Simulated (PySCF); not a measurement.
## C2H7NSi3: geometry relaxation

- system: C2H7NSi3
- method: PBE0-D3(BJ)/def2-SVP geometry optimisation, gas phase (PySCF 2.14.0)

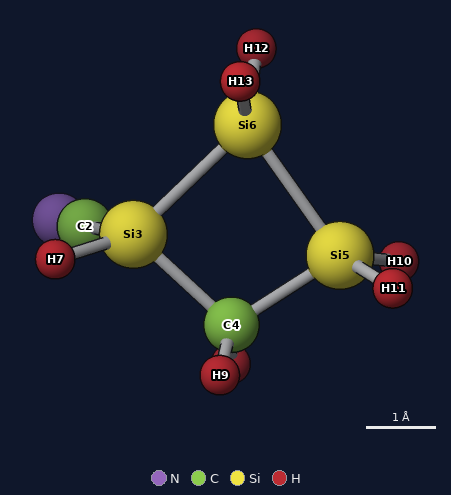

Fig. 1: The starting structure (ball-and-stick view, seen at a tilt; atoms are numbered from 1 in the order of the input). Bond lengths as drawn: C–H 1.10 Å, C–N 1.12 Å, C–Si 1.85 to 1.96 Å, H–Si 1.45 to 1.47 Å and Si–Si 2.36 Å.

## Summary

- outcome: converged
- total energy: −1002.754663 hartree
- dipole moment: 3.83 D
- point group: C1
- hardware: 1 CPU thread, shared host
- wall time: 2.4 min
- peak memory: 0.52 GiB

## Input
```
{"job": {"xc": "PBE0", "basis": "def2-SVP", "d3": "d3bj", "grid": 1, "shake": 0.01, "kind": "geom"}, "charge": 0, "multiplicity": 1}
N     -3.128630     1.009430    -1.396690
C     -2.399860     0.697290    -0.606340
Si    -1.119270     0.213290     0.641170
C     -0.117170    -1.310890    -0.064130
Si     1.608200    -0.611780    -0.448060
Si     0.896790     1.438000     0.481740
H     -1.898380    -0.079790     1.841970
H     -0.615060    -1.728640    -0.948170
H     -0.112510    -2.122990     0.680850
H      1.911140    -0.665520    -1.860810
H      2.651280    -1.381170     0.247610
H      0.884700     2.645980    -0.335730
H      1.444590     1.879910     1.756270
```

The first line tells a small driver script what to run in PySCF; the rest is the geometry in Å.

Launch command:
```bash
OMP_NUM_THREADS=1 python <driver script> task.json out
```

## The program's output
```
step   0  E = -1002.74053865  max force = 0.080075
step   1  E = -1002.75153185  max force = 0.010868
step   2  E = -1002.75226736  max force = 0.003612
step   3  E = -1002.75253480  max force = 0.001895
step   4  E = -1002.75260683  max force = 0.001359
step   5  E = -1002.75273766  max force = 0.001113
step   6  E = -1002.75285598  max force = 0.001586
step   7  E = -1002.75309451  max force = 0.003392
step   8  E = -1002.75332350  max force = 0.004670
step   9  E = -1002.75369129  max force = 0.004119
step  10  E = -1002.75416194  max force = 0.001377
step  11  E = -1002.75431444  max force = 0.001828
step  12  E = -1002.75450967  max force = 0.001939
step  13  E = -1002.75456649  max force = 0.001327
step  14  E = -1002.75461589  max force = 0.000831
step  15  E = -1002.75464210  max force = 0.000675
step  16  E = -1002.75465698  max force = 0.000553
step  17  E = -1002.75466250  max force = 0.000386
optimisation converged
```

## Trajectory as extended XYZ (Å, eV, eV/Å), 18 frames, from step=0 to step=17
```
13
Properties=species:S:1:pos:R:3:forces:R:3 step=0 energy=-27285.95988
N    -3.1286    1.0094   -1.3967   -3.8719   1.6084  -4.1176
C    -2.3999    0.6973   -0.6063    3.8717  -1.4166   3.9188
Si   -1.1193    0.2133    0.6412    0.9015  -0.7686  -0.9056
C    -0.1172   -1.3109   -0.0641   -0.8255   0.0861   0.3182
Si    1.6082   -0.6118   -0.4481   -0.6662   0.0362   0.8279
Si    0.8968    1.4380    0.4817   -0.1824  -0.1086  -0.0957
H    -1.8984   -0.0798    1.8420   -0.1156   0.0089   0.6106
H    -0.6151   -1.7286   -0.9482   -0.0910  -0.0631  -0.1805
H    -0.1125   -2.1230    0.6808    0.1371  -0.0198   0.0483
H     1.9111   -0.6655   -1.8608    0.1698   0.1738  -0.9485
H     2.6513   -1.3812    0.2476    0.3988  -0.0681   0.3158
H     0.8847    2.6460   -0.3357   -0.0976   0.5090  -0.5644
H     1.4446    1.8799    1.7563    0.3713   0.0225   0.7728
13
Properties=species:S:1:pos:R:3:forces:R:3 step=1 energy=-27286.25901
N    -2.9320    1.3219   -1.6577    0.4652  -0.1058   0.4900
C    -2.1962    1.0001   -0.8123   -0.5015   0.0517  -0.5589
Si   -1.0392    0.3820    0.4993   -0.0225  -0.0987   0.4392
C    -0.3794   -1.3521    0.0663    0.0481  -0.0280   0.0240
Si    1.4391   -0.8948   -0.3339    0.0624   0.2587  -0.1646
Si    1.1037    1.3497    0.3797   -0.0143   0.0344   0.0051
H    -1.7873    0.4179    1.7961   -0.0288   0.0519  -0.1097
H    -0.9172   -1.8287   -0.7676    0.0325  -0.0229  -0.0340
H    -0.4538   -2.0330    0.9359    0.0144   0.1405  -0.0917
H     1.7414   -0.9534   -1.8011   -0.0370  -0.0997   0.0758
H     2.4685   -1.6626    0.4322   -0.0488  -0.0519  -0.0253
H     1.2096    2.5017   -0.5686    0.1032  -0.1050  -0.0284
H     1.7186    1.7164    1.6955   -0.0729  -0.0252  -0.0217
13
Properties=species:S:1:pos:R:3:forces:R:3 step=2 energy=-27286.27903
N    -2.9227    1.3168   -1.6516    0.1149   0.0193   0.1017
C    -2.2000    0.9873   -0.8038   -0.1240  -0.0457  -0.1417
Si   -1.0449    0.3795    0.5178    0.0157  -0.0456   0.1858
C    -0.3719   -1.3427    0.0660   -0.0112   0.0152  -0.0481
Si    1.4404   -0.8807   -0.3441    0.0288   0.1421  -0.0585
Si    1.1009    1.3513    0.3835   -0.0499   0.0188  -0.0038
H    -1.8040    0.4242    1.8028   -0.0296   0.0247  -0.0331
H    -0.9051   -1.8220   -0.7702   -0.0003  -0.0027   0.0076
H    -0.4389   -2.0209    0.9321    0.0195   0.0015   0.0157
H     1.7265   -0.9622   -1.8092   -0.0054  -0.0487   0.0082
H     2.4570   -1.6691    0.4162   -0.0029  -0.0325  -0.0147
H     1.2337    2.4863   -0.5770    0.0621  -0.0338  -0.0288
H     1.7048    1.7174    1.7012   -0.0178  -0.0125   0.0096
13
Properties=species:S:1:pos:R:3:forces:R:3 step=3 energy=-27286.28631
N    -2.9028    1.3228   -1.6502   -0.0650   0.0714  -0.0974
C    -2.1988    0.9757   -0.7966    0.0802  -0.0801   0.0863
Si   -1.0515    0.3732    0.5377    0.0255  -0.0045   0.0041
C    -0.3666   -1.3392    0.0715   -0.0279   0.0069  -0.0098
Si    1.4388   -0.8653   -0.3584    0.0042   0.0058   0.0173
Si    1.0934    1.3540    0.3872   -0.0460   0.0265  -0.0098
H    -1.8233    0.4282    1.8126   -0.0163   0.0036   0.0033
H    -0.9023   -1.8211   -0.7614   -0.0268  -0.0014   0.0197
H    -0.4178   -2.0194    0.9369    0.0288  -0.0207   0.0105
H     1.7060   -0.9648   -1.8246    0.0046   0.0007  -0.0145
H     2.4534   -1.6703    0.3883    0.0127  -0.0039  -0.0133
H     1.2534    2.4738   -0.5859    0.0122   0.0069  -0.0022
H     1.6940    1.7175    1.7065    0.0137  -0.0112   0.0058
13
Properties=species:S:1:pos:R:3:forces:R:3 step=4 energy=-27286.28827
N    -2.8859    1.3308   -1.6536   -0.0472   0.0482  -0.0699
C    -2.1935    0.9713   -0.7953    0.0656  -0.0542   0.0637
Si   -1.0539    0.3684    0.5461    0.0165   0.0047  -0.0135
C    -0.3656   -1.3417    0.0786   -0.0186   0.0039  -0.0068
Si    1.4352   -0.8594   -0.3669   -0.0037  -0.0270   0.0227
Si    1.0875    1.3556    0.3887   -0.0246   0.0206  -0.0154
H    -1.8310    0.4280    1.8176   -0.0121   0.0000   0.0033
H    -0.9082   -1.8260   -0.7483   -0.0216  -0.0053   0.0179
H    -0.4034   -2.0227    0.9444    0.0248  -0.0096   0.0087
H     1.6907   -0.9600   -1.8354    0.0005   0.0139  -0.0109
H     2.4573   -1.6669    0.3674    0.0101   0.0025  -0.0100
H     1.2528    2.4731   -0.5864   -0.0049   0.0144   0.0090
H     1.6939    1.7147    1.7067    0.0153  -0.0121   0.0013
13
Properties=species:S:1:pos:R:3:forces:R:3 step=5 energy=-27286.29183
N    -2.8390    1.3480   -1.6659    0.0129  -0.0164   0.0202
C    -2.1759    0.9607   -0.7954    0.0046   0.0152  -0.0242
Si   -1.0582    0.3567    0.5643   -0.0025   0.0131   0.0007
C    -0.3632   -1.3500    0.0997    0.0017  -0.0022  -0.0187
Si    1.4232   -0.8476   -0.3893   -0.0115  -0.0572   0.0149
Si    1.0736    1.3590    0.3919    0.0258  -0.0011  -0.0273
H    -1.8478    0.4259    1.8280   -0.0098  -0.0025  -0.0057
H    -0.9256   -1.8436   -0.7083   -0.0005  -0.0177   0.0113
H    -0.3657   -2.0293    0.9683    0.0099   0.0219   0.0102
H     1.6458   -0.9409   -1.8643   -0.0118   0.0287  -0.0007
H     2.4697   -1.6560    0.3099    0.0010   0.0085  -0.0022
H     1.2378    2.4798   -0.5798   -0.0282   0.0225   0.0250
H     1.7013    1.7024    1.7046    0.0085  -0.0127  -0.0036
13
Properties=species:S:1:pos:R:3:forces:R:3 step=6 energy=-27286.29505
N    -2.7861    1.3585   -1.6827    0.0441  -0.0643   0.0774
C    -2.1537    0.9489   -0.7987   -0.0287   0.0694  -0.0816
Si   -1.0613    0.3463    0.5821   -0.0108   0.0116   0.0293
C    -0.3599   -1.3583    0.1237    0.0089  -0.0038  -0.0392
Si    1.4077   -0.8367   -0.4151   -0.0109  -0.0570   0.0023
Si    1.0619    1.3610    0.3959    0.0583  -0.0193  -0.0350
H    -1.8656    0.4235    1.8363   -0.0127  -0.0023  -0.0153
H    -0.9421   -1.8666   -0.6609    0.0165  -0.0292   0.0066
H    -0.3246   -2.0295    0.9982   -0.0020   0.0438   0.0168
H     1.5894   -0.9153   -1.8970   -0.0213   0.0313   0.0069
H     2.4817   -1.6434    0.2434   -0.0048   0.0084   0.0027
H     1.2134    2.4941   -0.5635   -0.0352   0.0236   0.0319
H     1.7152    1.6827    1.7018   -0.0013  -0.0120  -0.0029
13
Properties=species:S:1:pos:R:3:forces:R:3 step=7 energy=-27286.30154
N    -2.6384    1.3694   -1.7301    0.0558  -0.1524   0.1580
C    -2.0879    0.9170   -0.8118   -0.0480   0.1744  -0.1584
Si   -1.0675    0.3232    0.6269    0.0000  -0.0058   0.0839
C    -0.3482   -1.3763    0.1872   -0.0060  -0.0074  -0.0810
Si    1.3588   -0.8085   -0.4862   -0.0031  -0.0387  -0.0215
Si    1.0375    1.3626    0.4094    0.0991  -0.0448  -0.0444
H    -1.9164    0.4172    1.8508   -0.0201   0.0000  -0.0350
H    -0.9742   -1.9322   -0.5282    0.0465  -0.0488  -0.0030
H    -0.2135   -2.0130    1.0782   -0.0197   0.0797   0.0306
H     1.4208   -0.8425   -1.9798   -0.0377   0.0289   0.0209
H     2.5002   -1.6091    0.0566   -0.0121   0.0045   0.0086
H     1.1467    2.5377   -0.5037   -0.0322   0.0192   0.0377
H     1.7582    1.6196    1.6944   -0.0225  -0.0090   0.0036
13
Properties=species:S:1:pos:R:3:forces:R:3 step=8 energy=-27286.30777
N    -2.4808    1.3569   -1.7788    0.0115  -0.1950   0.1605
C    -2.0110    0.8818   -0.8274   -0.0299   0.2402  -0.1636
Si   -1.0698    0.3049    0.6712    0.0285  -0.0343   0.1114
C    -0.3318   -1.3892    0.2519   -0.0294  -0.0130  -0.0955
Si    1.2953   -0.7783   -0.5643    0.0184  -0.0117  -0.0315
Si    1.0215    1.3599    0.4263    0.0946  -0.0498  -0.0418
H    -1.9714    0.4107    1.8557   -0.0221   0.0050  -0.0435
H    -0.9908   -2.0042   -0.3807    0.0626  -0.0534  -0.0116
H    -0.0920   -1.9728    1.1574   -0.0249   0.0918   0.0360
H     1.2163   -0.7598   -2.0570   -0.0446   0.0194   0.0311
H     2.4961   -1.5711   -0.1557   -0.0128  -0.0007   0.0047
H     1.0841    2.5871   -0.4194   -0.0125   0.0073   0.0297
H     1.8102    1.5392    1.6844   -0.0393  -0.0058   0.0141
13
Properties=species:S:1:pos:R:3:forces:R:3 step=9 energy=-27286.31778
N    -2.4060    1.3131   -1.8122   -0.0201  -0.1556   0.0969
C    -1.9632    0.8584   -0.8389   -0.0102   0.2118  -0.0958
Si   -1.0641    0.3020    0.6942    0.0172  -0.0610   0.0894
C    -0.3174   -1.3910    0.2902   -0.0307  -0.0032  -0.0809
Si    1.2485   -0.7594   -0.6191    0.0457   0.0235  -0.0130
Si    1.0256    1.3537    0.4387    0.0433  -0.0364  -0.0253
H    -2.0026    0.4118    1.8486   -0.0167   0.0115  -0.0310
H    -0.9850   -2.0544   -0.2811    0.0523  -0.0381  -0.0073
H    -0.0106   -1.9210    1.2084   -0.0127   0.0679   0.0301
H     1.0639   -0.6963   -2.0998   -0.0346   0.0024   0.0220
H     2.4802   -1.5472   -0.3062   -0.0080  -0.0095  -0.0104
H     1.0558    2.6251   -0.3398    0.0198  -0.0069   0.0031
H     1.8508    1.4703    1.6807   -0.0453  -0.0062   0.0223
13
Properties=species:S:1:pos:R:3:forces:R:3 step=10 energy=-27286.33058
N    -2.4577    1.2329   -1.8255   -0.0558  -0.0164  -0.0593
C    -1.9652    0.8563   -0.8448    0.0551   0.0492   0.0708
Si   -1.0507    0.3194    0.6887   -0.0501  -0.0658  -0.0096
C    -0.3090   -1.3790    0.2928    0.0006   0.0337  -0.0306
Si    1.2391   -0.7561   -0.6445    0.0510   0.0699   0.0439
Si    1.0540    1.3434    0.4447   -0.0504  -0.0022   0.0116
H    -2.0035    0.4300    1.8300    0.0005   0.0107   0.0090
H    -0.9622   -2.0772   -0.2520   -0.0003  -0.0100   0.0231
H     0.0130   -1.8598    1.2324    0.0178  -0.0053   0.0124
H     1.0023   -0.6599   -2.1137   -0.0070  -0.0159  -0.0145
H     2.4742   -1.5495   -0.3659    0.0052  -0.0223  -0.0443
H     1.0760    2.6475   -0.2769    0.0630  -0.0163  -0.0359
H     1.8656    1.4171    1.6984   -0.0295  -0.0093   0.0235
13
Properties=species:S:1:pos:R:3:forces:R:3 step=11 energy=-27286.33473
N    -2.4667    1.2032   -1.8313   -0.0568   0.0095  -0.0792
C    -1.9643    0.8510   -0.8469    0.0550   0.0059   0.0940
Si   -1.0519    0.3214    0.6913   -0.0340  -0.0363  -0.0575
C    -0.3002   -1.3733    0.3002    0.0013   0.0242  -0.0090
Si    1.2321   -0.7462   -0.6599    0.0453   0.0384   0.0582
Si    1.0573    1.3403    0.4502   -0.0692   0.0151   0.0147
H    -2.0131    0.4365    1.8250    0.0138   0.0033   0.0181
H    -0.9494   -2.0896   -0.2251   -0.0122  -0.0086   0.0215
H     0.0408   -1.8335    1.2438    0.0170  -0.0137   0.0042
H     0.9651   -0.6409   -2.1233   -0.0038  -0.0042  -0.0127
H     2.4696   -1.5464   -0.4125    0.0036  -0.0148  -0.0426
H     1.0964    2.6509   -0.2584    0.0559  -0.0102  -0.0276
H     1.8603    1.3918    1.7106   -0.0161  -0.0086   0.0177
13
Properties=species:S:1:pos:R:3:forces:R:3 step=12 energy=-27286.34005
N    -2.5324    1.1542   -1.8288   -0.0168   0.0333  -0.0342
C    -1.9897    0.8485   -0.8498    0.0206  -0.0635   0.0445
Si   -1.0561    0.3283    0.6787   -0.0098   0.0362  -0.0997
C    -0.2895   -1.3613    0.2976    0.0049  -0.0090   0.0139
Si    1.2436   -0.7350   -0.6638    0.0138  -0.0296   0.0570
Si    1.0616    1.3394    0.4571   -0.0567   0.0320   0.0056
H    -2.0118    0.4501    1.8163    0.0266  -0.0092   0.0273
H    -0.9302   -2.0951   -0.2139   -0.0155   0.0001   0.0141
H     0.0583   -1.8035    1.2483    0.0064  -0.0088  -0.0038
H     0.9647   -0.6240   -2.1253   -0.0041   0.0212  -0.0027
H     2.4742   -1.5531   -0.4396    0.0035   0.0011  -0.0267
H     1.1588    2.6446   -0.2562    0.0208   0.0020   0.0041
H     1.8244    1.3719    1.7432    0.0062  -0.0059   0.0007
13
Properties=species:S:1:pos:R:3:forces:R:3 step=13 energy=-27286.34159
N    -2.5265    1.1249   -1.8414    0.0096   0.0240   0.0094
C    -1.9846    0.8317   -0.8577   -0.0184  -0.0562  -0.0008
Si   -1.0579    0.3260    0.6791   -0.0066   0.0439  -0.0683
C    -0.2785   -1.3598    0.3122    0.0095  -0.0148   0.0125
Si    1.2311   -0.7223   -0.6788    0.0173  -0.0432   0.0385
Si    1.0572    1.3409    0.4631   -0.0296   0.0220  -0.0070
H    -2.0179    0.4511    1.8129    0.0242  -0.0068   0.0210
H    -0.9191   -2.1122   -0.1717   -0.0039   0.0047  -0.0025
H     0.0955   -1.7799    1.2633   -0.0040   0.0007  -0.0012
H     0.9155   -0.5937   -2.1318   -0.0076   0.0215   0.0038
H     2.4682   -1.5419   -0.5008    0.0025   0.0048  -0.0124
H     1.1733    2.6526   -0.2353    0.0055   0.0038   0.0086
H     1.8194    1.3478    1.7504    0.0013  -0.0044  -0.0015
13
Properties=species:S:1:pos:R:3:forces:R:3 step=14 energy=-27286.34294
N    -2.5575    1.1061   -1.8415    0.0300   0.0138   0.0390
C    -2.0012    0.8204   -0.8634   -0.0419  -0.0427  -0.0385
Si   -1.0595    0.3271    0.6665   -0.0078   0.0362  -0.0151
C    -0.2742   -1.3583    0.3106    0.0177  -0.0148   0.0108
Si    1.2415   -0.7206   -0.6711    0.0042  -0.0273   0.0104
Si    1.0530    1.3465    0.4625    0.0145  -0.0017  -0.0203
H    -2.0058    0.4519    1.8120    0.0115  -0.0026   0.0061
H    -0.9137   -2.1120   -0.1726    0.0080   0.0025  -0.0132
H     0.0950   -1.7760    1.2648   -0.0128   0.0103   0.0040
H     0.9296   -0.5843   -2.1247   -0.0100   0.0141   0.0064
H     2.4782   -1.5419   -0.4983    0.0009   0.0062  -0.0011
H     1.1908    2.6537   -0.2402   -0.0090   0.0056   0.0113
H     1.7997    1.3525    1.7591   -0.0054   0.0004   0.0002
13
Properties=species:S:1:pos:R:3:forces:R:3 step=15 energy=-27286.34365
N    -2.5691    1.0911   -1.8448    0.0208   0.0057   0.0261
C    -2.0097    0.8043   -0.8689   -0.0347  -0.0205  -0.0275
Si   -1.0603    0.3254    0.6597   -0.0063   0.0140   0.0182
C    -0.2672   -1.3590    0.3141    0.0173  -0.0059   0.0077
Si    1.2457   -0.7180   -0.6686    0.0006   0.0006  -0.0057
Si    1.0481    1.3516    0.4602    0.0328  -0.0162  -0.0239
H    -1.9988    0.4490    1.8118   -0.0008   0.0010  -0.0037
H    -0.9043   -2.1165   -0.1665    0.0131  -0.0010  -0.0148
H     0.1014   -1.7703    1.2710   -0.0137   0.0093   0.0065
H     0.9261   -0.5736   -2.1200   -0.0081   0.0018   0.0047
H     2.4863   -1.5352   -0.5057    0.0008   0.0037   0.0028
H     1.1892    2.6601   -0.2392   -0.0098   0.0039   0.0057
H     1.7885    1.3562    1.7606   -0.0119   0.0037   0.0038
13
Properties=species:S:1:pos:R:3:forces:R:3 step=16 energy=-27286.34405
N    -2.5826    1.0745   -1.8462    0.0028   0.0009   0.0000
C    -2.0202    0.7863   -0.8728   -0.0126  -0.0035  -0.0007
Si   -1.0615    0.3223    0.6540    0.0007  -0.0049   0.0260
C    -0.2574   -1.3595    0.3177    0.0097   0.0019   0.0052
Si    1.2519   -0.7143   -0.6664   -0.0039   0.0187  -0.0099
Si    1.0429    1.3572    0.4558    0.0284  -0.0169  -0.0183
H    -1.9941    0.4442    1.8109   -0.0081   0.0016  -0.0074
H    -0.8883   -2.1223   -0.1626    0.0108  -0.0033  -0.0084
H     0.1088   -1.7634    1.2787   -0.0082   0.0029   0.0049
H     0.9231   -0.5667   -2.1155   -0.0032  -0.0066   0.0011
H     2.4972   -1.5251   -0.5105    0.0016   0.0017   0.0028
H     1.1819    2.6674   -0.2406   -0.0064   0.0024   0.0003
H     1.7743    1.3645    1.7613   -0.0116   0.0050   0.0044
13
Properties=species:S:1:pos:R:3:forces:R:3 step=17 energy=-27286.34421
N    -2.5935    1.0558   -1.8472   -0.0106  -0.0045  -0.0164
C    -2.0294    0.7669   -0.8751    0.0072   0.0088   0.0166
Si   -1.0630    0.3170    0.6510    0.0073  -0.0139   0.0173
C    -0.2447   -1.3602    0.3231   -0.0004   0.0058   0.0018
Si    1.2572   -0.7078   -0.6666   -0.0051   0.0198  -0.0067
Si    1.0364    1.3637    0.4504    0.0090  -0.0071  -0.0069
H    -1.9937    0.4367    1.8095   -0.0087   0.0003  -0.0057
H    -0.8672   -2.1308   -0.1558    0.0040  -0.0031   0.0000
H     0.1214   -1.7550    1.2877    0.0007  -0.0035   0.0015
H     0.9158   -0.5622   -2.1130    0.0023  -0.0086  -0.0017
H     2.5087   -1.5103   -0.5184    0.0024   0.0014   0.0016
H     1.1689    2.6762   -0.2428   -0.0025   0.0007  -0.0030
H     1.7590    1.3752    1.7610   -0.0055   0.0041   0.0017
```

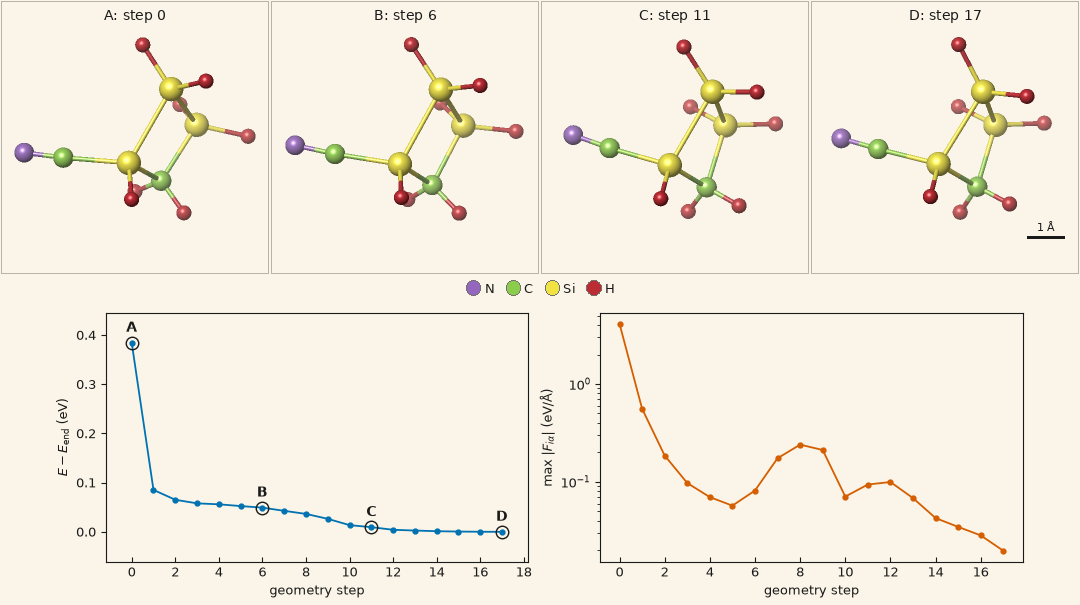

Fig. 2: Frames of the relaxation (ball-and-stick view, seen at a tilt) above the curves, on which the letters mark them (steps are counted from 0).

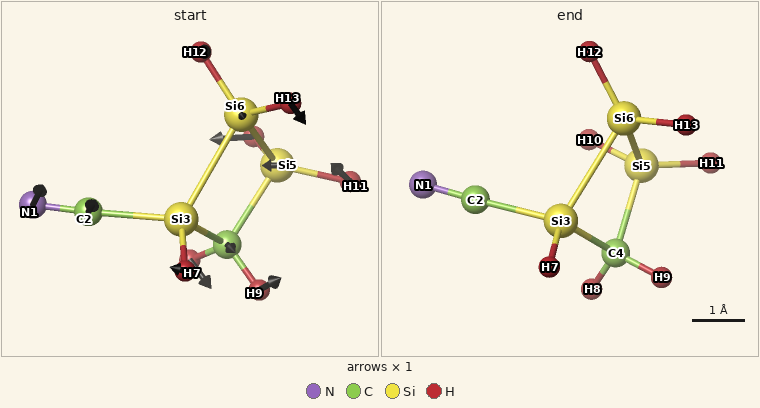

Fig. 3: Before (left) and after (right) the relaxation, at one scale (ball-and-stick view, seen at a tilt). The black arrows give the displacements, at true length. The largest move after the best rigid fit is that of H10, 0.92 Å. By element the largest moves are H 0.92 Å, N 0.77 Å, C 0.50 Å, Si 0.31 Å. Among the contacts that change: Si3–C4 1.956 → 1.895 Å, Si5–H10 1.446 → 1.493 Å, N1–C2 1.119 → 1.160 Å, Si6–H13 1.456 → 1.497 Å. Among the angles that change: Si6–Si5–H10 118.7° → 110.5°, Si5–Si6–H13 119.7° → 112.1°, C2–Si3–Si6 114.1° → 106.6°. After 17 geometry steps the energy has fallen by 0.384 eV. The largest force component goes from 4.1 to 0.02 eV/Å. (Atoms are counted from 1 in the order of the input.)
